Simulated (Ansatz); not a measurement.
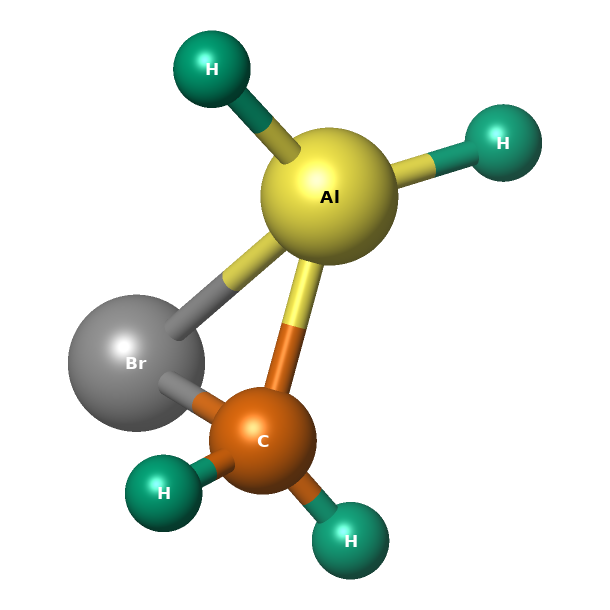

Every bond is drawn as one stick, whatever its order.

Description:

The molecule is CH₄AlBr. This geometry has Cs symmetry.

More results for the same structure follow; atom numbers are the same in all pictures, views and colours differ. The computed structure is the end point of a PBE0-D4/def2-TZVP optimisation. No frequency run is at hand to confirm it as a minimum.

Geometry

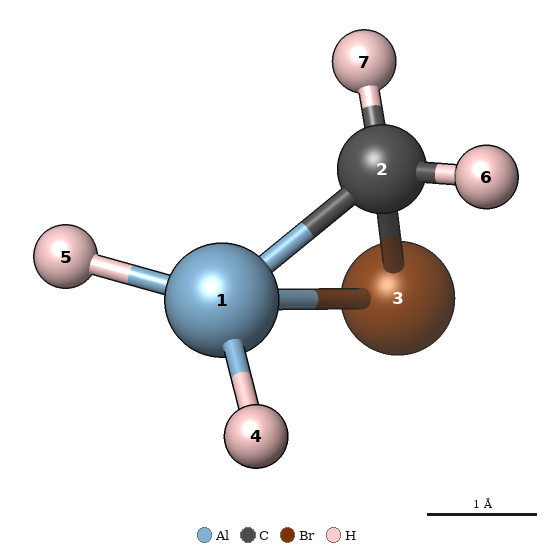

The atoms are numbered. No frequency run is at hand to confirm it as a minimum.

Give the bond lengths.

```
   bond  length (Å)
 Al1–C2       1.963
Al1–Br3       2.610
 Al1–H4       1.582
 Al1–H5       1.582
 C2–Br3       2.012
  C2–H6       1.087
  C2–H7       1.087
```

Electronic properties

No frequency run is at hand to confirm it as a minimum. Properties computed with RKS PBE0-D4/def2-TZVPP (Ansatz 0.2.0).

What does the calculation give?

- HOMO energy (Kohn–Sham orbital): −8.03 eV
- LUMO energy (Kohn–Sham orbital): −1.03 eV
- HOMO–LUMO gap: 7.00 eV
- dispersion correction: −10.9 kJ/mol

Charges

The questions are on Mulliken charges. No frequency run is at hand to confirm it as a minimum. Level of theory: RKS PBE0-D4/def2-TZVP (Ansatz 0.2.0).

Question: Which atom carries the highest charge (most positive or least negative)?

Answer: Al1 (0.35 e).

Question: And the lowest?

Answer: C2 (−0.38 e).

List the Mulliken charges.

| atom | value (e) |
| --- | --- |
| Al1 | 0.35 |
| C2 | −0.38 |
| Br3 | −0.09 |
| H4 | −0.10 |
| H5 | −0.10 |
| H6 | 0.16 |
| H7 | 0.16 |

Dipole moment

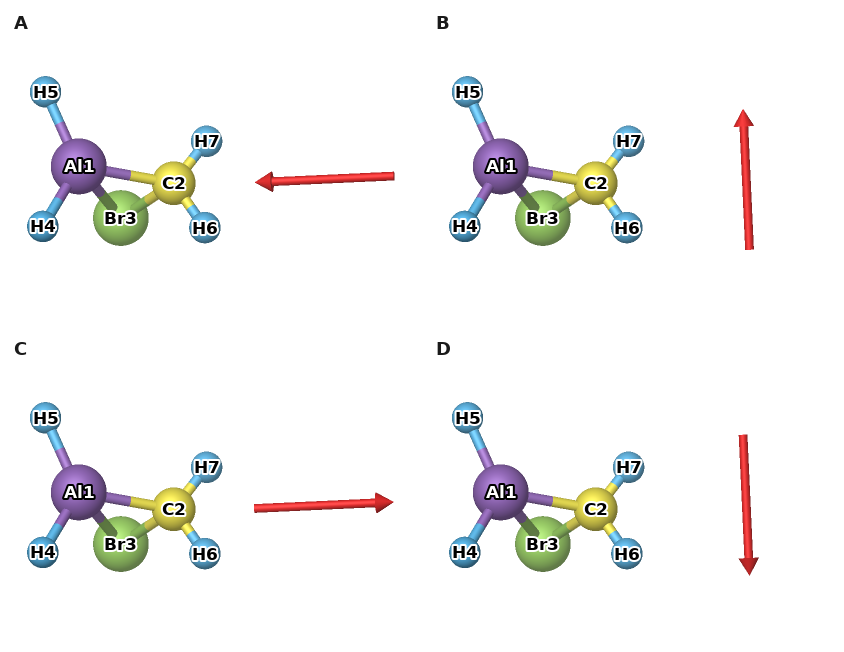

The same molecule four times, each with an arrow. No frequency run is at hand to confirm it as a minimum. Method: RKS PBE0-D4/def2-TZVP (Ansatz 0.2.0).

Question: Which arrow points along the dipole moment, from the negative to the positive end?

Answer: C. The dipole moment is 1.61 D; it points from the side of H4, H5 to the side of H6, H7 (the outermost atoms at the two ends).

Mulliken values depend strongly on the basis set and can even reverse the polarity of a bond.
